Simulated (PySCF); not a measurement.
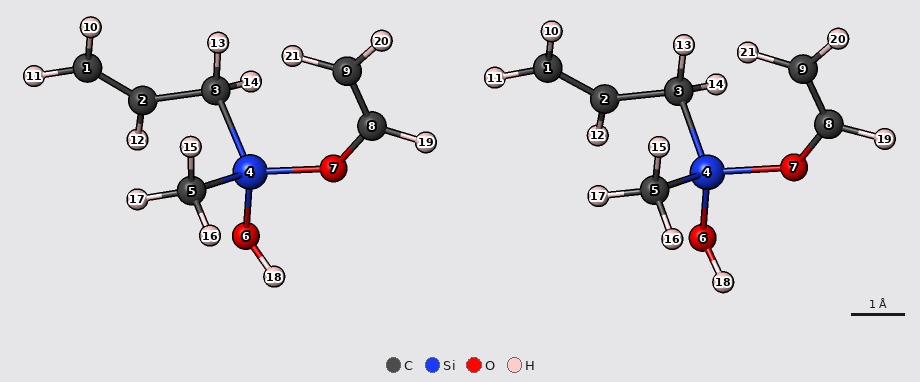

Two geometries of C₆H₁₂O₂Si, drawn at one scale. One is the start of a relaxation, the other its converged end. The picture is a ball-and-stick view, seen at a tilt.

Level of theory: PBE0-D3(BJ)/def2-SVP geometry optimisation, gas phase (PySCF 2.14.0, density-fitted response routines). 

**Which one is relaxed?**

The right one is the relaxed one. The start comes from GFN2-xTB. Its atoms were then displaced at random by about 0.01 Å. Over 12 geometry steps the energy falls by 7.56 kcal/mol. The largest move after the best rigid fit is that of H18, 0.25 Å. Largest moves by element: H 0.25 Å, C 0.09 Å, O 0.09 Å, Si 0.07 Å. Near-neighbour distances that change, for instance: C3–Si4 1.944 → 1.872 Å, Si4–O7 1.624 → 1.690 Å, Si4–C5 1.901 → 1.860 Å, C9–H20 1.054 → 1.091 Å. Among the angles between lasting bonds that change: C3–Si4–O7 114.3° → 110.8°, C5–Si4–O7 112.7° → 109.5°, H10–C1–H11 114.1° → 117.0°. The run took 3.3 min on 1 thread of Intel(R) Xeon(R) Platinum 8559C (shared host).
